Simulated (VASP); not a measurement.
# Driving VASP from ASE on AlRu, part 2 of 3

Do ASE scripts that read AlRu from different structure formats give one answer, and do several routes find one equilibrium volume? All runs use PBEsol. Left out of this account: 1 further run (fields: a reference on another mesh). The start is a cell from a database of measured crystal structures.

VASP 6.6.1; PBEsol; plane waves and PAW (Al, Ru_pv).

So far. Step 2 (Total energy, forces and stress (PBEsol, through ASE)): The pressure is -3.65 GPa and the largest force 0.000 eV/Å, so the cell is not at a minimum at these settings. Step 3 (Self-consistent run (PBEsol, through ASE)): The energy lies +21.48 meV an atom from the first script, on another mesh.

### Step 4. Relaxing cell and atoms (PBEsol, through ASE)

Properties are meant for the cell that this level of theory prefers, so cell and atoms are relaxed first (ISIF = 3) until forces and stress are small; EDIFFG sets the threshold.

Input file run.py:

```python
import numpy as np
from ase.calculators.vasp import Vasp
from ase.io import read

atoms = read('AlRu.cif')

calc = Vasp(
    xc='pbesol',
    pp='PBE',
    prec='Accurate',
    encut=400,
    ediff=1e-06,
    nelm=100,
    ismear=-1,
    sigma=0.05,
    lreal=False,
    algo='Normal',
    nbands=14,
    lasph=True,
    lorbit=11,
    lwave=False,
    lcharg=False,
    kpar=2,
    ibrion=2,
    nsw=60,
    isif=3,
    ediffg=-0.01,
    pp_version='64',
    setups={'Al': '', 'Ru': '_pv'},
    kpts=(13, 13, 13),
    gamma=True,
    txt='vasp.out',
)
atoms.calc = calc

print("energy (eV):", round(atoms.get_potential_energy(), 6))
print("Fermi level (eV):", round(calc.get_fermi_level(), 4))
print("forces (eV/A):")
print(np.round(atoms.get_forces(), 4))
print("stress (GPa, Voigt, tension positive):", np.round(atoms.get_stress() * 160.21766, 3))
print("cell (A, degrees):", np.round(atoms.cell.cellpar(), 4))
print("volume (A^3):", round(atoms.get_volume(), 4))
print("positions:")
print(np.round(atoms.get_scaled_positions(), 5))
```

Input file AlRu.cif:

```cif
data_AlRu
_cell_length_a 2.99160000
_cell_length_b 2.99160000
_cell_length_c 2.99160000
_cell_angle_alpha 90.00000000
_cell_angle_beta 90.00000000
_cell_angle_gamma 90.00000000
_space_group_name_H-M_alt 'P1'
_space_group_name_Hall 'P 1'
_space_group_IT_number 1
loop_
_space_group_symop_operation_xyz
'x,y,z'
loop_
_atom_site_label
_atom_site_type_symbol
_atom_site_symmetry_multiplicity
_atom_site_Wyckoff_symbol
_atom_site_fract_x
_atom_site_fract_y
_atom_site_fract_z
_atom_site_occupancy
Al1 Al 1 a 0.0000000000 0.0000000000 0.0000000000 1
Ru1 Ru 1 a 0.5000000000 0.5000000000 0.5000000000 1
```

PAW data sets: Al and Ru_pv (PBE family, release 64).

Run with:

```console
$ export ASE_VASP_COMMAND="mpirun -np 2 vasp_std"
$ python run.py
```

Log:

```text
energy (eV): -15.522758
Fermi level (eV): 10.874
forces (eV/A):
[[ 0.  0.  0.]
 [-0.  0.  0.]]
stress (GPa, Voigt, tension positive): [ 0.021  0.021  0.021  0.     0.    -0.   ]
cell (A, degrees): [ 2.9749  2.9749  2.9749 90.     90.     90.    ]
volume (A^3): 26.3276
positions:
[[0.  0.  0. ]
 [0.5 0.5 0.5]]
```

Run time: 16 s. Hardware: 2 MPI ranks of Intel Xeon 6975P-C (Granite Rapids), shared host; peak memory 0.26 GiB; 28 s of CPU time.

The INCAR that ASE wrote:

```
ENCUT = 400.000000
SIGMA = 0.050000
EDIFF = 1.00e-06
EDIFFG = -1.00e-02
ALGO = Normal
GGA = PS
PREC = Accurate
IBRION = 2
ISIF = 3
ISMEAR = -1
KPAR = 2
LORBIT = 11
NBANDS = 14
NELM = 100
NSW = 60
LASPH = .TRUE.
LCHARG = .FALSE.
LWAVE = .FALSE.
LREAL = .FALSE.
```

The KPOINTS that ASE wrote:

```
KPOINTS created by Atomic Simulation Environment
0
Gamma
13 13 13
0 0 0
```

vasp.out:

```text
[... set-up lines as in an earlier step ...]
 entering main loop
       N       E                     dE             d eps       ncg     rms          rms(c)
[... 12 cycles as in an earlier step ...]
   1 F= -.15523369E+02 E0= -.15517378E+02  d E =-.155234E+02
 curvature:   0.00 expect dE= 0.000E+00 dE for cont linesearch  0.000E+00
 trial: gam= 0.00000 g(F)=  0.000E+00 g(S)=  0.269E-01 ort = 0.000E+00 (trialstep = 0.100E+01)
 search vector abs. value=  0.269E-01
 bond charge predicted
       N       E                     dE             d eps       ncg     rms          rms(c)
DAV:   1    -0.161936910669E+02   -0.67032E+00   -0.92826E+00  2544   0.385E+01    0.851E+00
DAV:   2    -0.155646475947E+02    0.62904E+00   -0.28961E+00  2394   0.199E+01    0.301E+00
DAV:   3    -0.155150491391E+02    0.49598E-01   -0.13932E-01  2472   0.433E+00    0.911E-01
DAV:   4    -0.155141487820E+02    0.90036E-03   -0.18533E-02  2640   0.961E-01    0.198E-01
DAV:   5    -0.155142776506E+02   -0.12887E-03   -0.39593E-04  3092   0.131E-01    0.142E-01
DAV:   6    -0.155143628655E+02   -0.85215E-04   -0.65252E-05  2838   0.658E-02    0.179E-02
DAV:   7    -0.155143643295E+02   -0.14641E-05   -0.23062E-06  2996   0.142E-02    0.627E-03
DAV:   8    -0.155143638527E+02    0.47688E-06   -0.83183E-08  1992   0.297E-03
   2 F= -.15514364E+02 E0= -.15508844E+02  d E =0.900486E-02
 trial-energy change:    0.009005  1 .order    0.009641   -0.026851    0.046133
 step:   0.3802(harm=  0.3679)  dis= 0.00000  next Energy=   -15.528508 (dE=-0.514E-02)
 bond charge predicted
       N       E                     dE             d eps       ncg     rms          rms(c)
DAV:   1    -0.157938464800E+02   -0.27948E+00   -0.36567E+00  2454   0.245E+01    0.438E+00
DAV:   2    -0.155550599714E+02    0.23879E+00   -0.12833E+00  2418   0.129E+01    0.153E+00
DAV:   3    -0.155286082654E+02    0.26452E-01   -0.66884E-02  2436   0.291E+00    0.316E-01
DAV:   4    -0.155284460914E+02    0.16217E-03   -0.55193E-03  2520   0.483E-01    0.846E-02
DAV:   5    -0.155285405227E+02   -0.94431E-04   -0.19231E-04  3164   0.139E-01    0.640E-02
DAV:   6    -0.155285696441E+02   -0.29121E-04   -0.22812E-05  2772   0.467E-02    0.114E-02
DAV:   7    -0.155285701456E+02   -0.50151E-06   -0.12999E-06  2892   0.101E-02
   3 F= -.15528570E+02 E0= -.15522758E+02  d E =-.520143E-02
 curvature:  -0.18 expect dE=-0.164E-06 dE for cont linesearch -0.164E-06
 trial: gam=-0.00573 g(F)=  0.658E-64 g(S)=  0.893E-06 ort = 0.155E-03 (trialstep = 0.876E+00)
 search vector abs. value=  0.130E-09
 reached required accuracy - stopping structural energy minimisation
```

OUTCAR, selected parts (step 4):

```text
The static configuration has the point symmetry O_h .

 Found     84 irreducible k-points:

   NELECT =      17.0000    total number of electrons

 E-fermi :  10.8740

 k-point     1 :       0.0000    0.0000    0.0000
  band No.  band energies     occupation
    ...
      2     -30.8703      2.00000
      3     -30.8703      2.00000
      4       1.0526      2.00000
      5       7.1544      2.00000
      6       7.1544      2.00000
      7      11.0399      0.06995
      8      11.0399      0.06995
      9      11.0399      0.06995
     10      16.9902      0.00000
     11      16.9902      0.00000
    ...

 k-point     2 :       0.0769    0.0000    0.0000
  band No.  band energies     occupation
    ...
      4       1.1682      2.00000
      5       7.1953      2.00000
      6       7.1964      2.00000
      7      10.8932      0.81111
      8      10.8932      0.81110
      9      11.0544      0.05285
     10      16.4376      0.00000
     11      17.2232      0.00000
     12      17.2232      0.00000
     13      21.6663      0.00000
    ...

  Total       -0.0035126     -0.0035126     -0.0035126      0.0000000      0.0000000     -0.0000000
  in kB       -0.2137588     -0.2137588     -0.2137588      0.0000000      0.0000000     -0.0000000
  external PRESSURE =      -0.2137588 kB  Pullay stress =       0.0000000 kB

  energy-cutoff  :      400.00
  volume of cell :       26.33
      direct lattice vectors                 reciprocal lattice vectors
     2.974886534 -0.000000000 -0.000000000     0.336147274  0.000000000  0.000000000
    -0.000000000  2.974886534  0.000000000     0.000000000  0.336147274  0.000000000
    -0.000000000  0.000000000  2.974886534     0.000000000 -0.000000000  0.336147274

 POSITION                                       TOTAL-FORCE (eV/Angst)
 -----------------------------------------------------------------------------------
      0.00000      0.00000      0.00000         0.000000      0.000000      0.000000
      1.48744      1.48744      1.48744        -0.000000      0.000000      0.000000
 -----------------------------------------------------------------------------------
    total drift:                               -0.000000      0.000000     -0.000000

  FREE ENERGIE OF THE ION-ELECTRON SYSTEM (eV)
  ---------------------------------------------------
  free  energy   TOTEN  =       -15.5285701456 eV

  energy  without entropy=      -15.5169453792  energy(sigma->0) =      -15.52275776

 reached required accuracy - stopping structural energy minimisation

 total charge
# of ion       s       p       d       tot
------------------------------------------
    1        0.392   0.427   0.000   0.819
    2        0.342   6.253   6.225  12.819
--------------------------------------------------
tot          0.734   6.680   6.225  13.638

[... 7 parts as in an earlier step ...]

[... 5 further parts left out ...]
```

CONTCAR:

```
Al Ru
   1.00000000000000
     2.9748865341188737   -0.0000000000000000   -0.0000000000000000
    -0.0000000000000000    2.9748865341188737    0.0000000000000000
    -0.0000000000000000    0.0000000000000000    2.9748865341188737
  Al              Ru
     1     1
Direct
     0.0000000000000000    0.0000000000000000    0.0000000000000000
     0.5000000000000000    0.5000000000000000    0.5000000000000000
```

The run keeps the 48 symmetry operations of its start, so it cannot find a distortion of lower symmetry.

Step by step:

| step | energy less that of the first step (eV) | largest force (eV/Å) | pressure (GPa) | volume (Å³) |
| --- | --- | --- | --- | --- |
| 1 | 0.0000 | 0.0000 | -3.65 | 26.77 |
| 2 | 0.0090 | 0.0000 | 6.55 | 25.61 |
| 3 | -0.0052 | 0.0000 | -0.02 | 26.33 |

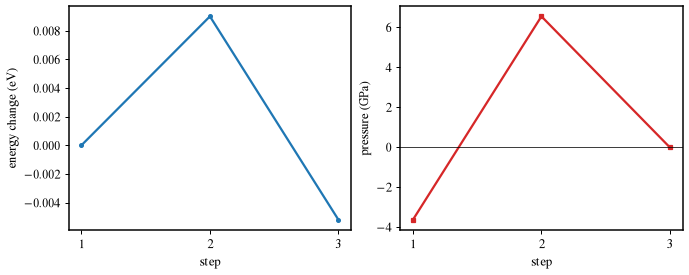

Energy and pressure along the relaxation.

| conventional cell, symmetrised | before | after | change |
| --- | --- | --- | --- |
| a (Å) | 2.992 | 2.975 | -0.6 % |
| b (Å) | 2.992 | 2.975 | -0.6 % |
| c (Å) | 2.992 | 2.975 | -0.6 % |
| volume (Å³/atom) | 13.39 | 13.16 | -1.7 % |

The relaxed structure:

```cif
data_structure
_symmetry_space_group_name_H-M 'P 1'
_symmetry_Int_Tables_number 1
_cell_length_a 2.9749
_cell_length_b 2.9749
_cell_length_c 2.9749
_cell_angle_alpha 90.000
_cell_angle_beta 90.000
_cell_angle_gamma 90.000
_cell_volume 26.33
loop_
_atom_site_label
_atom_site_type_symbol
_atom_site_fract_x
_atom_site_fract_y
_atom_site_fract_z
_atom_site_occupancy
Al1 Al 0.00000 0.00000 0.00000 1
Ru2 Ru 0.50000 0.50000 0.50000 1
```

This step gave:

- irreducible k-points: 84
- free energy (TOTEN): -15.53 eV
- energy at zero smearing: -15.52 eV
- Fermi energy: 10.87 eV
- pressure: -0.02138 GPa
- SCF cycles over all ionic steps: 27

It ends with forces that vanish by symmetry and a pressure of -0.02 GPa.

### Step 5. Equation of state by an ASE loop (PBEsol)

An ASE loop scales the volume and fits the energies, which gives the bulk modulus from energies alone.

Input file run.py:

```python
import numpy as np
from ase.calculators.vasp import Vasp
from ase.io import read
from ase.eos import EquationOfState
from ase.units import GPa

atoms = read('structure.vasp')

calc = Vasp(
    xc='pbesol',
    pp='PBE',
    prec='Accurate',
    encut=400,
    ediff=1e-06,
    nelm=100,
    ismear=-1,
    sigma=0.05,
    lreal=False,
    algo='Normal',
    nbands=14,
    lasph=True,
    lorbit=11,
    lwave=False,
    lcharg=False,
    kpar=2,
    isif=2,
    pp_version='64',
    setups={'Al': '', 'Ru': '_pv'},
    kpts=(13, 13, 13),
    gamma=True,
    txt='vasp.out',
)
atoms.calc = calc

cell, volumes, energies = atoms.get_cell(), [], []
for x in [0.94, 0.96, 0.98, 1.0, 1.02, 1.04, 1.06]:
    atoms.set_cell(cell * x ** (1 / 3), scale_atoms=True)
    volumes.append(atoms.get_volume())
    energies.append(atoms.get_potential_energy())
    print(f"{x:.2f}  V = {volumes[-1]:.4f} A^3  E = {energies[-1]:.6f} eV")
v0, e0, b0 = EquationOfState(volumes, energies, eos="birchmurnaghan").fit()
print(f"V0 = {v0:.4f} A^3  E0 = {e0:.6f} eV  B0 = {b0 / GPa:.2f} GPa")
```

Input file structure.vasp:

```
AlRu
1.0
    2.9916000000      0.0000000000      0.0000000000
    0.0000000000      2.9916000000      0.0000000000
    0.0000000000      0.0000000000      2.9916000000
Al Ru
1 1
Direct
    0.0000000000      0.0000000000      0.0000000000
    0.5000000000      0.5000000000      0.5000000000
```

Log:

```text
0.94  V = 25.1674 A^3  E = -15.480184 eV
0.96  V = 25.7029 A^3  E = -15.509157 eV
0.98  V = 26.2384 A^3  E = -15.520848 eV
1.00  V = 26.7738 A^3  E = -15.517378 eV
1.02  V = 27.3093 A^3  E = -15.499990 eV
1.04  V = 27.8448 A^3  E = -15.470253 eV
1.06  V = 28.3803 A^3  E = -15.429576 eV
V0 = 26.3733 A^3  E0 = -15.521391 eV  B0 = 220.02 GPa
```

Elapsed: 44 s, on 2 MPI ranks; peak memory 0.26 GiB; 74 s of CPU time.

ASE turned this into the INCAR:

```
ENCUT = 400.000000
SIGMA = 0.050000
EDIFF = 1.00e-06
ALGO = Normal
GGA = PS
PREC = Accurate
ISIF = 2
ISMEAR = -1
KPAR = 2
LORBIT = 11
NBANDS = 14
NELM = 100
LASPH = .TRUE.
LCHARG = .FALSE.
LWAVE = .FALSE.
LREAL = .FALSE.
```

ASE turned this into the KPOINTS:

```
KPOINTS created by Atomic Simulation Environment
0
Gamma
13 13 13
0 0 0
```

vasp.out (the last of its runs):

```text
[banner, memory and clock lines left out]
running    2 mpi-ranks, on    1 nodes
 distrk:  each k-point on    1 cores,    2 groups
 distr:  one band on    1 cores,    1 groups

 POSCAR found type information on POSCAR AlRu
 POSCAR found :  2 types and       2 ions
 [... a notice as in an earlier step ...]

 LDA part: xc-table for (Slater+PW92), standard interpolation
 POSCAR, INCAR and KPOINTS ok, starting setup
 FFT: planning ... GRIDC
 FFT: planning ... GRID_SOFT
 FFT: planning ... GRID
 WAVECAR not read
 WARNING: random wavefunctions but no delay for mixing, default for NELMDL
 entering main loop
       N       E                     dE             d eps       ncg     rms          rms(c)
DAV:   1     0.859105147623E+02    0.85911E+02   -0.82539E+03  2552   0.901E+02
DAV:   2    -0.148086794572E+02   -0.10072E+03   -0.96061E+02  2670   0.272E+02
DAV:   3    -0.161947548206E+02   -0.13861E+01   -0.13806E+01  2934   0.340E+01
DAV:   4    -0.162063730486E+02   -0.11618E-01   -0.11617E-01  3000   0.313E+00
DAV:   5    -0.162065668540E+02   -0.19381E-03   -0.19380E-03  3078   0.332E-01    0.116E+01
DAV:   6    -0.155612042805E+02    0.64536E+00   -0.32443E+00  2382   0.201E+01    0.242E+00
DAV:   7    -0.154549013033E+02    0.10630E+00   -0.29515E-01  2418   0.632E+00    0.181E+00
DAV:   8    -0.154363928559E+02    0.18508E-01   -0.23299E-02  2940   0.119E+00    0.207E-01
DAV:   9    -0.154362104143E+02    0.18244E-03   -0.65246E-04  2998   0.162E-01    0.128E-01
DAV:  10    -0.154361915578E+02    0.18857E-04   -0.44598E-05  3006   0.802E-02    0.108E-02
DAV:  11    -0.154361908383E+02    0.71946E-06   -0.18949E-06  2552   0.153E-02
   1 F= -.15436191E+02 E0= -.15429576E+02  d E =-.132295E-01
```

OUTCAR, selected parts (step 5):

```text
   ENCUT  =  400.0 eV  29.40 Ry    5.42 a.u.   4.97  4.97  4.97*2*pi/ulx,y,z

   NELECT =      17.0000    total number of electrons

 E-fermi :   9.8307

 k-point     1 :       0.0000    0.0000    0.0000
  band No.  band energies     occupation
    ...
      2     -31.8897      2.00000
      3     -31.8897      2.00000
      4       0.4529      2.00000
      5       6.5135      2.00000
      6       6.5135      2.00000
      7       9.9763      0.10310
      8       9.9763      0.10310
      9       9.9763      0.10310
     10      15.5950      0.00000
     11      15.5950      0.00000
    ...

  Total       -2.5064353     -2.5064353     -2.5064353      0.0000000      0.0000000      0.0000000
  in kB     -141.4981099   -141.4981099   -141.4981099      0.0000000      0.0000000      0.0000000
  external PRESSURE =    -141.4981099 kB  Pullay stress =       0.0000000 kB

 POSITION                                       TOTAL-FORCE (eV/Angst)
 -----------------------------------------------------------------------------------
      0.00000      0.00000      0.00000         0.000000      0.000000      0.000000
      1.52514      1.52514      1.52514         0.000000      0.000000      0.000000
 -----------------------------------------------------------------------------------
    total drift:                               -0.000000      0.000000     -0.000000

  FREE ENERGIE OF THE ION-ELECTRON SYSTEM (eV)
  ---------------------------------------------------
  free  energy   TOTEN  =       -15.4361908383 eV

  energy  without entropy=      -15.4229613291  energy(sigma->0) =      -15.42957608

[... 4 parts as in an earlier step ...]

[... 12 further parts left out ...]
```

Numbers from this step:

```
bulk modulus                  : 220.0 GPa
equilibrium volume of the fit : 13.19 Å³/atom
```

The fitted volume lies +0.17 % from the relaxed one.

### Step 6. BFGS in ASE (PBEsol)

Here ASE drives the relaxation and calls VASP for forces and stress at each step.

Input file run.py:

```python
import numpy as np
from ase.calculators.vasp import Vasp
from ase import Atoms
from ase.optimize import BFGS
from ase.filters import FrechetCellFilter

atoms = Atoms(['Al', 'Ru'],
              cell=[[2.9916, 0.0, 0.0], [0.0, 2.9916, 0.0], [0.0, 0.0, 2.9916]],
              scaled_positions=[[0.0, 0.0, 0.0], [0.5, 0.5, 0.5]],
              pbc=True)

calc = Vasp(
    xc='pbesol',
    pp='PBE',
    prec='Accurate',
    encut=400,
    ediff=1e-06,
    nelm=100,
    ismear=-1,
    sigma=0.05,
    lreal=False,
    algo='Normal',
    nbands=14,
    lasph=True,
    lorbit=11,
    lwave=False,
    lcharg=False,
    kpar=2,
    isif=2,
    pp_version='64',
    setups={'Al': '', 'Ru': '_pv'},
    kpts=(13, 13, 13),
    gamma=True,
    txt='vasp.out',
)
atoms.calc = calc

BFGS(FrechetCellFilter(atoms)).run(fmax=0.02, steps=30)
print("cell (A, degrees):", np.round(atoms.cell.cellpar(), 4))
print("volume (A^3):", round(atoms.get_volume(), 4))
print("energy (eV):", round(atoms.get_potential_energy(), 6))
print("Fermi level (eV):", round(calc.get_fermi_level(), 4))
print("forces (eV/A):")
print(np.round(atoms.get_forces(), 4))
print("stress (GPa, Voigt, tension positive):", np.round(atoms.get_stress() * 160.21766, 3))
```

Log:

```text
Step     Time          Energy          fmax
BFGS:    0 --:--:--      -15.523369        0.304572
BFGS:    1 --:--:--      -15.525992        0.189935
BFGS:    2 --:--:--      -15.527063        0.004326
cell (A, degrees): [ 2.9744  2.9744  2.9744 90.     90.     90.    ]
volume (A^3): 26.3136
energy (eV): -15.521257
Fermi level (eV): 10.8817
forces (eV/A):
[[0. 0. 0.]
 [0. 0. 0.]]
stress (GPa, Voigt, tension positive): [-0.053 -0.053 -0.053  0.     0.    -0.   ]
```

It took 22 s on 2 MPI ranks; peak memory 0.26 GiB.

ASE turned this into the INCAR:

```
ENCUT = 400.000000
SIGMA = 0.050000
EDIFF = 1.00e-06
ALGO = Normal
GGA = PS
PREC = Accurate
ISIF = 2
ISMEAR = -1
KPAR = 2
LORBIT = 11
NBANDS = 14
NELM = 100
LASPH = .TRUE.
LCHARG = .FALSE.
LWAVE = .FALSE.
LREAL = .FALSE.
```

The KPOINTS that ASE wrote:

```
KPOINTS created by Atomic Simulation Environment
0
Gamma
13 13 13
0 0 0
```

VASP's own log, vasp.out (the last of its runs):

```text
[... set-up lines as in an earlier step ...]
 entering main loop
       N       E                     dE             d eps       ncg     rms          rms(c)
DAV:   1     0.887979391678E+02    0.88798E+02   -0.82614E+03  2512   0.913E+02
DAV:   2    -0.149071620837E+02   -0.10371E+03   -0.99448E+02  2712   0.280E+02
DAV:   3    -0.163049210140E+02   -0.13978E+01   -0.13910E+01  2802   0.343E+01
DAV:   4    -0.163169174141E+02   -0.11996E-01   -0.11994E-01  3108   0.315E+00
DAV:   5    -0.163170993247E+02   -0.18191E-03   -0.18190E-03  2988   0.312E-01    0.137E+01
DAV:   6    -0.156246698771E+02    0.69243E+00   -0.30703E+00  2394   0.200E+01    0.243E+00
DAV:   7    -0.155444862289E+02    0.80184E-01   -0.23118E-01  2562   0.566E+00    0.216E+00
DAV:   8    -0.155272190067E+02    0.17267E-01   -0.21241E-02  2964   0.103E+00    0.227E-01
DAV:   9    -0.155270790486E+02    0.13996E-03   -0.57615E-04  2986   0.172E-01    0.137E-01
DAV:  10    -0.155270650618E+02    0.13987E-04   -0.48638E-05  2834   0.830E-02    0.121E-02
DAV:  11    -0.155270637788E+02    0.12830E-05   -0.34513E-06  3090   0.227E-02    0.477E-03
DAV:  12    -0.155270632963E+02    0.48254E-06   -0.15744E-07  2076   0.373E-03
   1 F= -.15527063E+02 E0= -.15521257E+02  d E =-.116134E-01
```

Parts of OUTCAR (step 6):

```text
   ENCUT  =  400.0 eV  29.40 Ry    5.42 a.u.   4.85  4.85  4.85*2*pi/ulx,y,z

   NELECT =      17.0000    total number of electrons

 E-fermi :  10.8817

 k-point     1 :       0.0000    0.0000    0.0000
  band No.  band energies     occupation
    ...
      2     -30.8628      2.00000
      3     -30.8628      2.00000
      4       1.0571      2.00000
      5       7.1591      2.00000
      6       7.1591      2.00000
      7      11.0477      0.06979
      8      11.0477      0.06979
      9      11.0477      0.06979
     10      17.0005      0.00000
     11      17.0005      0.00000
    ...

  Total        0.0086526      0.0086526      0.0086526      0.0000000      0.0000000     -0.0000000
  in kB        0.5268390      0.5268390      0.5268390      0.0000000      0.0000000     -0.0000000
  external PRESSURE =       0.5268390 kB  Pullay stress =       0.0000000 kB

 POSITION                                       TOTAL-FORCE (eV/Angst)
 -----------------------------------------------------------------------------------
      0.00000      0.00000      0.00000         0.000000      0.000000      0.000000
      1.48718      1.48718      1.48718         0.000000      0.000000      0.000000
 -----------------------------------------------------------------------------------
    total drift:                               -0.000000      0.000000     -0.000000

  FREE ENERGIE OF THE ION-ELECTRON SYSTEM (eV)
  ---------------------------------------------------
  free  energy   TOTEN  =       -15.5270632963 eV

  energy  without entropy=      -15.5154499104  energy(sigma->0) =      -15.52125660

[... 4 parts as in an earlier step ...]

[... 12 further parts left out ...]
```

Numbers from this step:

* optimizer steps: 2
* volume after bfgs: 13.16 Å³/atom

(Continued in part 3 of 3.)

[Lines on the potential files, build, host, timing and source positions are cut from VASP's logs without a mark.]

[Logs are printed without paths, hosts, clocks, repeated set-up lines and the standing remarks that a program may print on its own settings, such as how far it seeks lower states.]

[Hosts, paths, dates, database ids (printed as entryN), source tags and the programs' standing remarks are cut or masked in the printed files.]

[A measured line is paired with the nearest computed mode of its activity, which favours agreement.]
